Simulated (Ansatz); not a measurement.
**As2 (SMILES [As]#[As]) at FCI/STO-3G**

Aim: the vertical electron affinity of As2 at FCI/STO-3G, from 2 runs. 

Program for the calculation: Ansatz 0.2.0.

42 further runs of the same task are left out: 20 that didn't finish, 22 set aside as unsound or not needed.

## (1) The molecule

The species is As2 (2 atoms), meant as a singlet with charge 0. As SMILES, `[As]#[As]`. Geometry: relaxed at PBE0-D4/def2-TZVP.

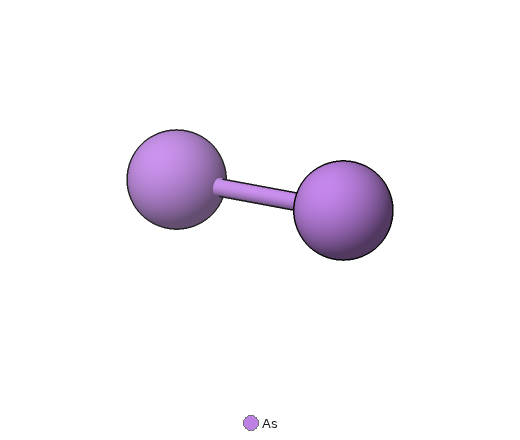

The structure, seen from a chosen angle (arsenic purple).

## (2) The energy at FCI/STO-3G

The input, in.yaml:

```yaml
crystal:
  periodic: [false, false, false]
  atoms:
    - {symbol: As, position_ang: [0.000000, -0.000000, 0.002480]}
    - {symbol: As, position_ang: [-0.000000, 0.000000, 2.091490]}
basis:
  gaussian:
    orbitals: STO-3G
correlation:
  method: fci
  frozen_orbitals: {As: 9}
accuracy: high
```

Command:

```
$ ansatz run in.yaml --threads 1 --pin off --max-ram 3480MiB --events-out events.jsonl --progress --plain --runs-dir runs
```

What it wrote:

```text
Warning: RAYON_NUM_THREADS=1 ignored (pool sized by the plan → 1); use --threads N
Functional definition: HF
  name "HF"
  exchange = exact_x
  correlation = 0
448 factors; integrals over basis functions are off by at most 9.7e-9 eV
mean field evaluation 1: about -120234.8635 eV, gradient 2.9e0 eV
mean field evaluation 2: about -120234.8853 eV, gradient 2.9e0 eV
mean field evaluation 4: about -120234.9136 eV, gradient 5.0e-2 eV
mean field evaluation 8: about -120234.9136 eV, gradient 2.3e-7 eV
mean field -120234.91356553 eV, -4418.5515753816 hartree, gradient 6.5e-9 eV, S^2 0.000000; 0 other end points of the search recorded, 0 dependent functions left out; unrestricted orbitals would lower it
mean field evaluation 16: about -120235.9184 eV, gradient 1.1e-1 eV
unrestricted determinant -120235.91452177 eV, -4418.5883598449 hartree, S^2 1.2117
18 core orbitals not correlated: weight in the atoms' cores, before any rotation towards them, 1.000 or more for the frozen orbitals, at most 0.000 for the correlated occupied ones
reference -120234.91356553 eV, -4418.5515753816 hartree; 15, 15 occupied and 3, 3 virtual orbitals, 448 factors
state -120238.33221885 eV, -4418.6772085739 hartree
Total energy: -120238.33221885 eV, -4418.6772085739 hartree
```

Wall time 1.8 s (1 thread of Arm Neoverse V1, shared host); peak memory 0.089 GiB.

## (3) The doublet anion, same level

The input, in.yaml:

```yaml
crystal:
  periodic: [false, false, false]
  atoms:
    - {symbol: As, position_ang: [0.000000, -0.000000, 0.002480]}
    - {symbol: As, position_ang: [-0.000000, 0.000000, 2.091490]}
basis:
  gaussian: {orbitals: STO-3G}
total_charge: -1
magnetization: {spin_polarized: true, initial_magnetization: 1}
correlation: {method: fci, frozen_orbitals: {As: 9}}
accuracy: high
```

Command:

```
$ ansatz run in.yaml --threads 1 --pin off --max-ram 3480MiB --events-out events.jsonl --progress --plain --runs-dir runs
```

What it wrote (excerpt; [...] marks lines left out):

```text
Warning: RAYON_NUM_THREADS=1 ignored (pool sized by the plan → 1); use --threads N
[... 2 set-up lines as earlier in the session ...]
[...]
452 factors; integrals over basis functions are off by at most 9.7e-9 eV
[...]
mean field -120230.79168099 eV, -4418.4000989186 hartree, gradient 8.6e-8 eV, S^2 1.269487; 6 other end points of the search recorded, 0 dependent functions left out
18 core orbitals not correlated: weight in the atoms' cores, before any rotation towards them, 1.000 or more for the frozen orbitals, at most 0.000 for the correlated occupied ones
reference -120230.42482438 eV, -4418.3866171870 hartree; 16, 15 occupied and 2, 3 virtual orbitals, 452 factors
state -120232.72635526 eV, -4418.4711968867 hartree
Total energy: -120232.72635526 eV, -4418.4711968867 hartree
```

Wall time 1.8 s (1 thread of Arm Neoverse V1, shared host); peak memory 0.1 GiB.

## (4) Summary of results

At FCI/STO-3G, 18 core orbitals frozen:

| quantity | value |
| --- | --- |
| singlet As2: total energy | -4418.67721 Eh |
| singlet As2: correlation energy (18 core orbitals frozen) | -125.6 mEh |
| doublet anion: total energy | -4418.47120 Eh |
| doublet anion: correlation energy (18 core orbitals frozen) | -84.6 mEh |
| vertical electron affinity (to the doublet anion) | -5.606 eV |

**Reading.** The anion lies 5.61 eV (129 kcal/mol) above the neutral: the electron isn't bound at this level, and such a value depends on the basis. Without diffuse functions anions come out too high. In a minimal basis such a difference can be off by several eV, whatever the method. The restricted solution (singlet As2) is unstable to spin breaking: an unrestricted one lies lower.
